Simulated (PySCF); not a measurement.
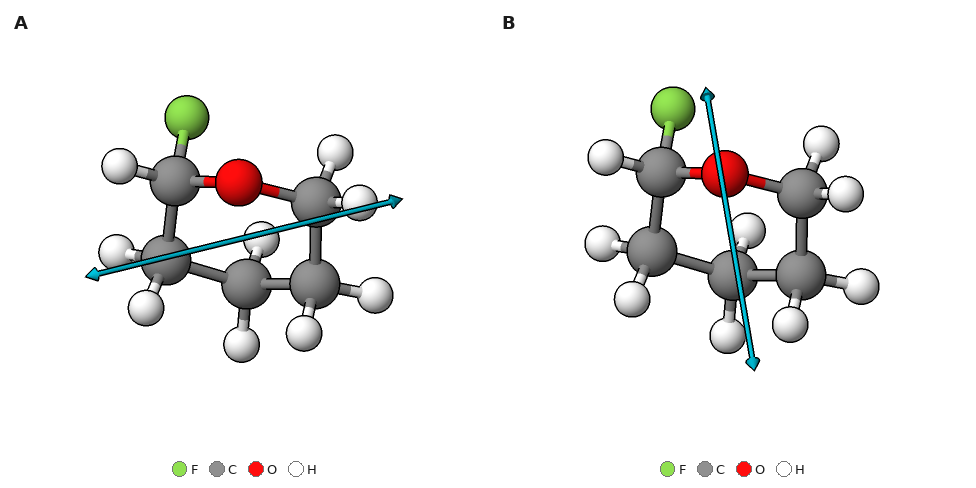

The double arrows show the directions of two transition dipoles from the ground state (lengths mean nothing). The geometry was computed by an optimisation with PBE0-D3(BJ)/def2-SVP. No frequency run is at hand to confirm it as a minimum. Level of theory: TDDFT CAM-B3LYP/def2-SVPD, vertical, gas phase, core orbitals frozen in the response (PySCF 2.14.0).

Question: One belongs to singlet state 2 and one to singlet state 9. Which is which?

Answer: A: state 2, 8.39 eV (148 nm), oscillator strength 0.043, mainly HOMO → LUMO+1 (weight 0.82).
B: state 9, 9.28 eV (134 nm), oscillator strength 0.023, mainly HOMO → LUMO+4 (weight 0.52).
